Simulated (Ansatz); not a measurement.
Input

```
crystal:
  periodic: [false, false, false]
  atoms:
    - {symbol: C, position_ang: [-1.485007, -0.377025, -1.175353]}
    - {symbol: O, position_ang: [-1.521239, -0.028600, 0.184545]}
    - {symbol: Ga, position_ang: [-0.053490, 0.284072, 1.134593]}
    - {symbol: C, position_ang: [1.768872, 0.188750, 0.450492]}
    - {symbol: Cl, position_ang: [-0.528728, 0.789184, 3.157798]}
    - {symbol: H, position_ang: [-1.963758, -1.351078, -1.323301]}
    - {symbol: H, position_ang: [-2.036483, 0.363497, -1.764763]}
    - {symbol: H, position_ang: [-0.467682, -0.439583, -1.586570]}
    - {symbol: H, position_ang: [1.917452, 0.944964, -0.322756]}
    - {symbol: H, position_ang: [2.479729, 0.360251, 1.257884]}
    - {symbol: H, position_ang: [1.955535, -0.791431, 0.008132]}
basis:
  gaussian: {orbitals: def2-TZVPP}
hamiltonian: {xc: pbe0, dispersion: d4}
output: {orbitals: {seedname: orbitals}}
```

Launched as:

```sh
ansatz run in.yaml --threads 4 --pin off --events-out ev --progress --plain --max-ram 10444MiB
```

Geometry: PBE0-D4/def2-TZVP.

Method: Ansatz, RKS PBE0-D4/def2-TZVPP.

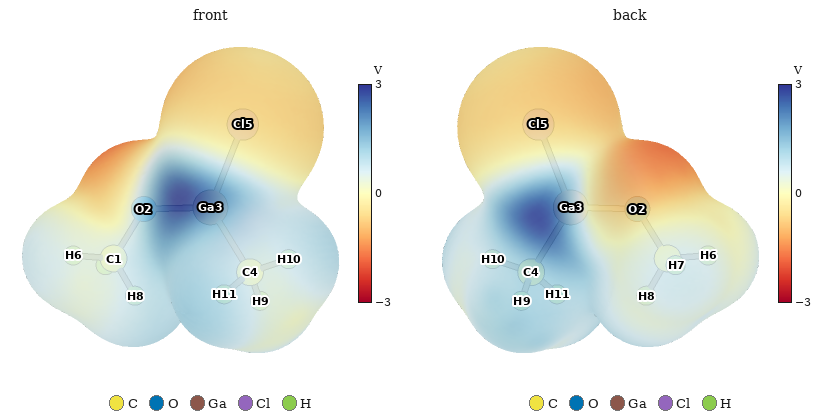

C₂H₆ClGaO (SMILES C[O][Ga]([CH3])[Cl]). The electrostatic potential painted on the density surface at 0.002 e/bohr³, seen from the front and from behind; red is negative and blue positive.

Which sites attract a positive test charge, and which a negative one?

Answer. A positive charge is drawn to the negative regions and a negative charge to the positive ones. The most negative region (about −1.6 V, or −37 kcal/mol for a unit charge) lies over O2, the most positive (about +2.7 V, or +62 kcal/mol for a unit charge) over Ga3. O2 is the likeliest acceptor of a hydrogen bond.
